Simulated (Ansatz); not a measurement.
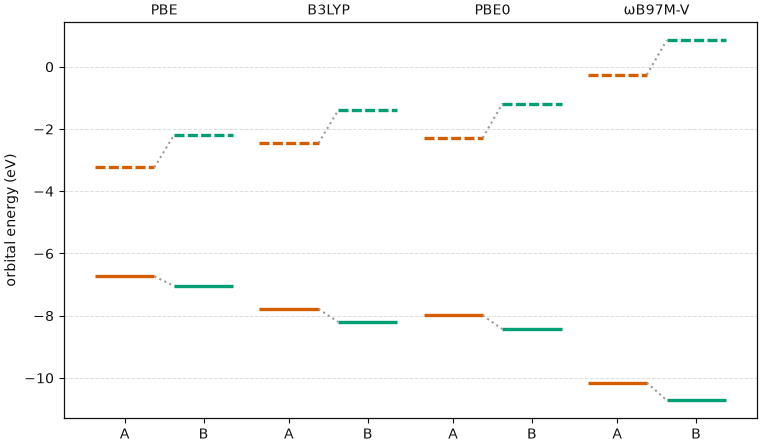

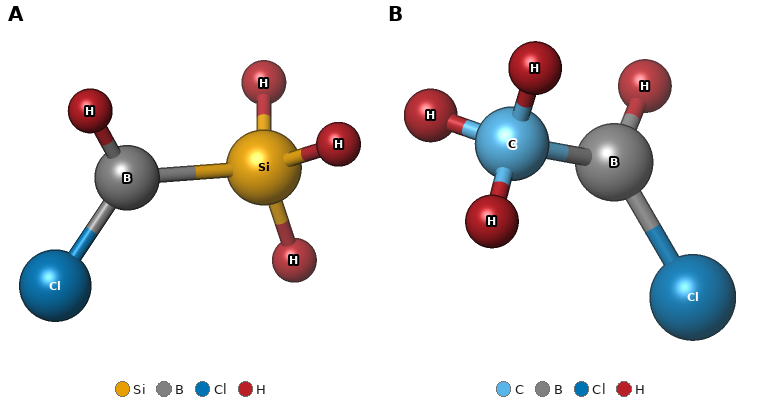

One change: A, BSiH₄Cl (SMILES [SiH3]BCl), becomes B, CH₄BCl (SMILES CBCl). SiH₃ on B is replaced by CH₃. HOMO (solid) and LUMO (dashed) computed in def2-TZVPP at PBE0-D4/def2-TZVP geometries, both minima by their frequencies, gas phase, the Ansatz code. Empty levels above zero depend strongly on the basis.

> What does the change do to HOMO and LUMO?

PBE: the HOMO falls by 0.31 eV, the LUMO rises by 1.05 eV, and the separation goes from 3.50 to 4.86 eV. B3LYP: the HOMO falls by 0.41 eV, the LUMO rises by 1.05 eV, and the separation goes from 5.34 to 6.81 eV. PBE0: the HOMO falls by 0.44 eV, the LUMO rises by 1.10 eV, and the separation goes from 5.71 to 7.25 eV. ωB97M-V: the HOMO falls by 0.57 eV, the LUMO rises by 1.10 eV, and the separation goes from 9.90 to 11.57 eV.

> Do the functionals agree on the effect?

They agree on the direction for both levels; the HOMO shift lies between −0.57 and −0.31 eV and the LUMO shift between 1.05 and 1.10 eV, while the separations themselves differ by up to 6.7 eV between functionals.
